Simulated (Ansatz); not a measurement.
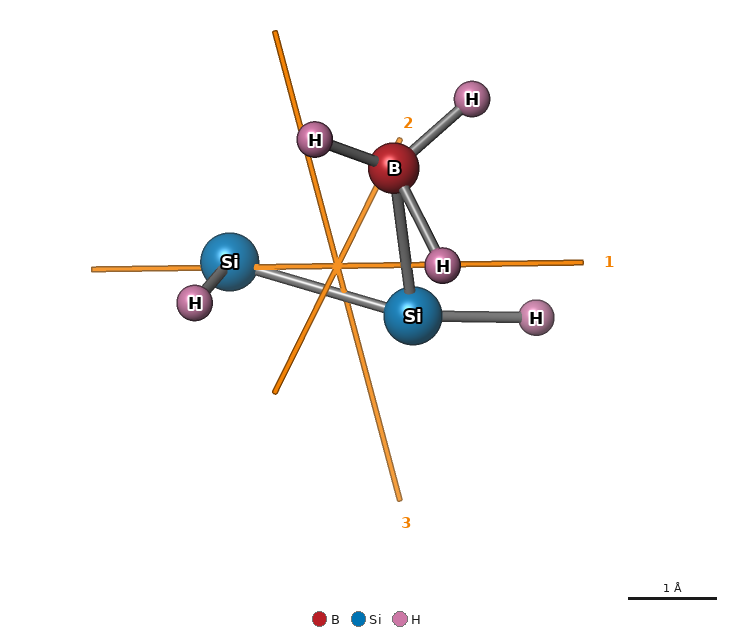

The three principal axes of inertia are drawn and numbered. Distant atoms are faded towards the background colour. The geometry was computed by an optimisation with PBE-D4/def2-SVP. No frequency run is at hand to confirm it as a minimum. Masses are those of the most abundant isotopes; constants are for the rigid equilibrium geometry.

### Which line is the a axis (least moment of inertia), which b and which c?

a is line 1, b is line 3, c is line 2; the moments are 46.1, 93.1, 130 u Å².

### What kind of rotor is it, and what are its rotational constants in MHz?

An asymmetric top (C1): A = 10968, B = 5427, C = 3898 MHz. Ray's parameter κ is −0.57, nearer the prolate limit.
